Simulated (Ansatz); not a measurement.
GeH4O2: several calculations on one system

**1. Relaxation**

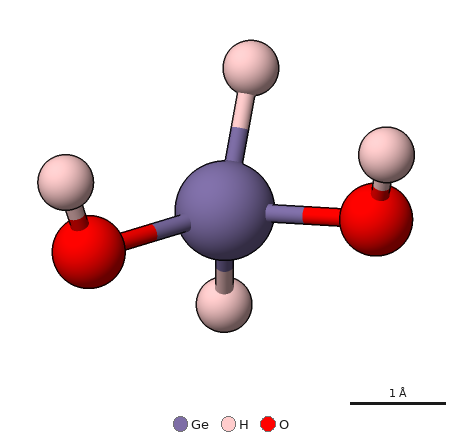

Starting structure of GeH₄O₂. A ball-and-stick model, seen from a free direction.

The run prepares an end point of a later path (reaction) calculation, from a guessed geometry.

Theory: RKS PBE-D4/def2-TZVP (Ansatz).

Input file:
```yaml
crystal:
  periodic: [false, false, false]
  atoms:
    - { symbol: Ge, position_ang: [0.0792, 0.028786, 0.196307] }
    - { symbol: H, position_ang: [0.393728, -0.04559, 1.6937] }
    - { symbol: O, position_ang: [1.826286, -0.127279, -0.058812] }
    - { symbol: H, position_ang: [2.203561, -0.854359, 0.459829] }
    - { symbol: H, position_ang: [-0.388205, 1.303701, -0.51678] }
    - { symbol: O, position_ang: [-0.971919, -1.284307, -0.444121] }
    - { symbol: H, position_ang: [-0.950151, -2.062553, 0.142077] }
basis:
  gaussian: { orbitals: def2-TZVP }
hamiltonian:
  xc: pbe
  dispersion: d4
relax:
  f_tol: 0.03
  max_steps: 50
```

Launched with:
```bash
ansatz run input.yaml --threads 4 --pin off --max-ram 5120MiB --backend cpu --events-out ev --progress --plain --runs-dir out
```

### Where does the relaxation end?

After 6 geometry steps the energy has fallen by 0.383 eV. Largest force component: 1.3 eV/Å at the start, 0.0038 eV/Å at the end. The largest move after the best rigid fit is that of H2, 0.37 Å. Largest moves by element: H 0.37 Å, O 0.20 Å, Ge 0.08 Å. Near-neighbour distances that change, for instance: Ge1–O3 1.772 → 1.800 Å, Ge1–H2 1.532 → 1.555 Å. Bond angles that change, for instance: H2–Ge1–O3 86.2° → 109.1°, H2–Ge1–H5 123.9° → 116.8°, H2–Ge1–O6 115.6° → 109.4°.

Step by step:

```tsv
step	E − E(0), eV	largest force component, eV/Å
0	0.0000	1.3117
1	-0.3168	0.4449
2	-0.3659	0.2035
3	-0.3716	0.2800
4	-0.3821	0.0523
5	-0.3825	0.0335
6	-0.3826	0.0038
```

Final geometry:

```xyz
7

Ge    0.1325    0.0288    0.2606
H     0.0496    0.0359    1.8134
O     1.8437   -0.2264   -0.2359
H     2.2999   -0.8497    0.3528
H    -0.3110    1.3085   -0.4622
O    -0.9415   -1.2606   -0.3888
H    -0.8807   -2.0781    0.1323
```

After the run, drawn alike:

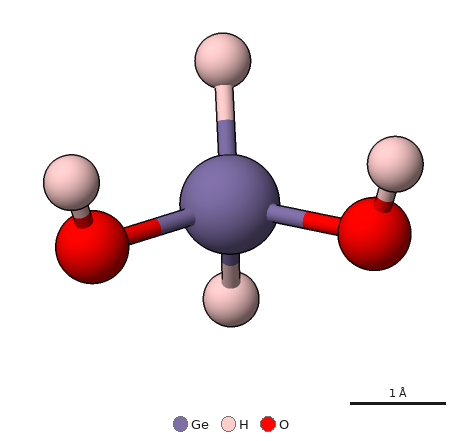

**2. Relaxation**

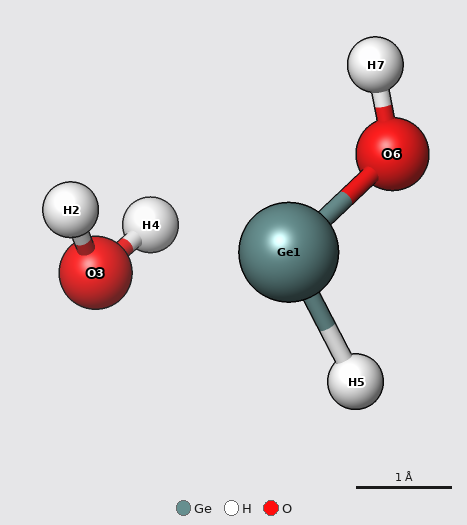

Starting structure of GeH4O2. The picture is a ball-and-stick view, seen at a tilt.

The run prepares an end point of a later path (reaction) calculation, from a guessed geometry.

These are results of Ansatz, RKS PBE-D4/def2-TZVP, not measurements.

The input:
```yaml
crystal:
  periodic: [false, false, false]
  atoms:
    - { symbol: Ge, position_ang: [-0.855197, 0.252468, 0.312769] }
    - { symbol: H, position_ang: [1.5156, -0.225072, 1.630862] }
    - { symbol: O, position_ang: [2.04749, 0.021924, 0.834697] }
    - { symbol: H, position_ang: [2.079437, -0.801572, 0.310706] }
    - { symbol: H, position_ang: [-0.582472, 1.101034, -1.024089] }
    - { symbol: O, position_ang: [-0.886191, -1.335546, -0.601848] }
    - { symbol: H, position_ang: [-1.126167, -2.054836, 0.009103] }
basis:
  gaussian: { orbitals: def2-TZVP }
hamiltonian:
  xc: pbe
  dispersion: d4
relax:
  f_tol: 0.03
  max_steps: 50
output:
  orbitals: {}
```

Run as
```bash
ansatz run input.yaml --threads 4 --pin off --max-ram 5120MiB --backend cpu --events-out ev --progress --plain --runs-dir out
```

### What does the optimiser find from here?

The energy falls by 26.7 kJ/mol in 9 geometry steps. Largest force component: 0.7 eV/Å at the start, 0.021 eV/Å at the end. The largest move after the best rigid fit is that of H4, 0.70 Å. By element the largest moves are H 0.70 Å, O 0.54 Å, Ge 0.14 Å. Among the contacts that change: Ge1–O3 2.958 → 2.309 Å, Ge1–O6 1.833 → 1.877 Å, H2–O3 0.989 → 0.974 Å, O3–H4 0.977 → 0.988 Å. Cost: 3.8 s on 4 threads of AMD EPYC 9R45 96-Core Processor (Zen 5), with other jobs on the host, peak memory 0.24 GiB.

Final geometry:

```xyz
7

Ge   -0.7421    0.3119    0.3644
H     1.6651   -0.3023    1.6066
O     1.5248    0.0248    0.6998
H     1.3990   -0.7868    0.1498
H    -0.2708    1.1028   -0.9546
O    -0.4885   -1.3497   -0.4710
H    -0.8950   -2.0422    0.0772
```

The end point in the same view:

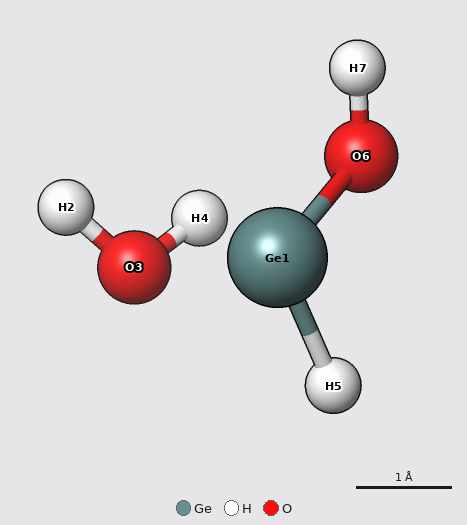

Limits of the set-up: the start holds two separate molecules, 2.8 Å apart at their closest, whose relative position is a soft coordinate.

**3. Path**

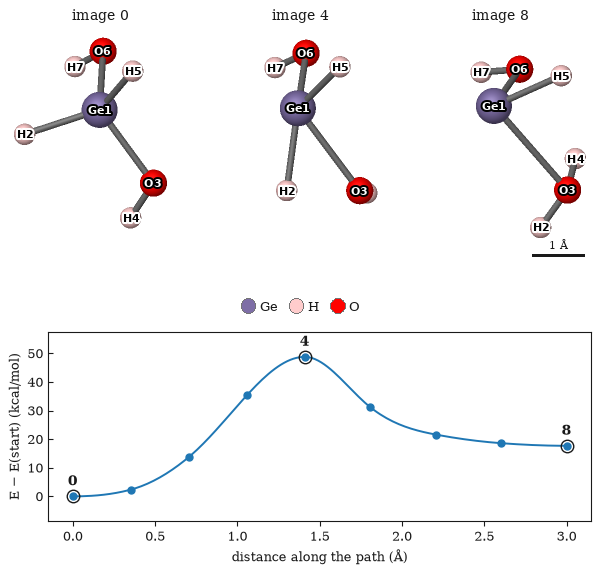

NEB run on GeH$_{4}$O$_{2}$. Images are numbered from 0 (start) to 8 (end). The picture is a ball-and-stick view, seen from a free direction.

Theory: RKS PBE-D4/def2-TZVP (Ansatz). Run with 7 movable images; climbing image; force threshold 0.05 eV/Å; iteration limit 60; starting path through a guess of the saddle point.

### Describe the mechanism and the energy profile.

A hydrogen atom shifts from one atom to another. Breaking: Ge1–H2 (1.55 → 1.63 at the top → 2.78 Å). Forming: H2–O3 (2.74 → 1.44 at the top → 0.97 Å). The energy climbs by 48.8 kcal/mol to image 4 and then falls by 31.1 kcal/mol, so the end point sits at +17.7 kcal/mol. The band is converged. At the top, the vibrational analysis gives one imaginary mode (1228i cm⁻¹), as a transition state must have.
